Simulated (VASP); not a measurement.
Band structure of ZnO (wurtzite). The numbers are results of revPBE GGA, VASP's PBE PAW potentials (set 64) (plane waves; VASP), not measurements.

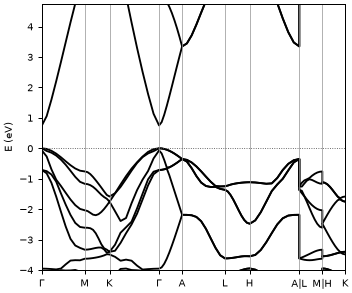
Figure: Bands along high-symmetry lines, zero at the valence-band maximum or, without a gap, the Fermi level

Q: Read the plot: is there a gap, and where are the band edges?

A: The gap is direct, 0.75 eV, from the valence maximum at Γ to the conduction minimum at Γ. (Edges off the drawn lines would not show.)

Measured: gap 3.60 eV (computed value off by -2.85 eV), as given by Wei Chen et al., Physical Review Materials (2018), doi:10.1103/physrevmaterials.2.073803 [zero-point renormalisation of 0.16 eV added back (the table's ZPR column)].

The compound is ZnO in the wurtzite structure. It was relaxed first, which changed the volume by +7 %.
